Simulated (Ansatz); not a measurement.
# CFGeSi (SMILES F[Si][C]#[Ge]) (doublet): what the fields show

Input file:

```
crystal:
  periodic: [false, false, false]
  atoms:
    - {symbol: C, position_ang: [0.542748, -0.475675, 0.379869]}
    - {symbol: F, position_ang: [-1.897437, 0.660372, -0.808196]}
    - {symbol: Ge, position_ang: [2.032664, -0.895415, 1.245432]}
    - {symbol: Si, position_ang: [-0.610914, 0.771277, 0.181245]}
basis:
  gaussian: {orbitals: def2-TZVPD}
magnetization: {spin_polarized: true, initial_magnetization: 1}
hamiltonian: {xc: {name: PBE0}}
output: {forces: true, orbitals: {seedname: orbitals}}
```

Run with:

```sh
ansatz run input.yaml --threads 1 --pin off --max-ram 2610MiB --events-out events.jsonl --progress --plain --runs-dir runs
```

Geometry: PBE0-D3(BJ)/def2-SVP.

All numbers below come from Ansatz 0.2.0, isolated molecule in a Gaussian basis; Kohn-Sham density functional theory, functional PBE0.

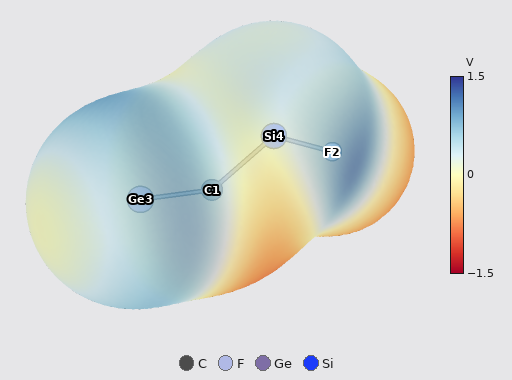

Figure 1. The electrostatic potential painted on the density surface at 0.001 e/bohr³, seen at a tilt; the colour scale runs from red (negative) to blue (positive).

**Where is the surface potential most negative and most positive?**

The most negative region (about −0.8 V) lies over C1, the most positive (about +1.0 V) over Si4.

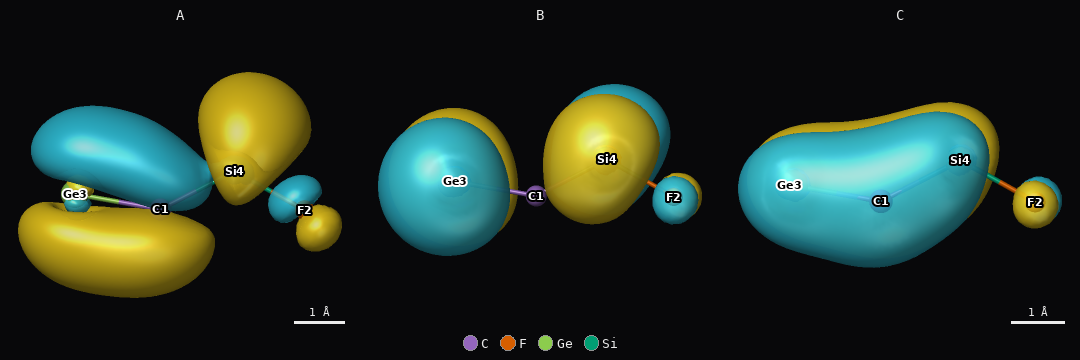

Figure 2. Three frontier orbitals at ±0.08 Å⁻³ᐟ² (yellow and cyan are the two phases), in no order.

**Order the three orbitals by energy and name them. All are α orbitals.**

C is the HOMO−1 (α) (−7.38 eV). It lies mainly on C1 (about 50 %), Ge3 (about 25 %) and Si4 (about 25 %); it changes sign across the molecular plane (π type); π-bonding across C1–Ge3 and C1–Si4. A is the HOMO (α) (−6.73 eV). It lies mainly on Si4 (about 35 %), C1 (about 35 %) and Ge3 (about 30 %); it is symmetric in the molecular plane (an in-plane orbital: σ, lone-pair or in-plane π type). B is the LUMO (α) (−2.78 eV). By Hirshfeld shares it lies mainly on Ge3 (about 50 %) and Si4 (about 40 %); it changes sign across the molecular plane (π type).

**What is the gap between the highest occupied and lowest empty α orbitals?**

3.95 eV between the orbital energies.
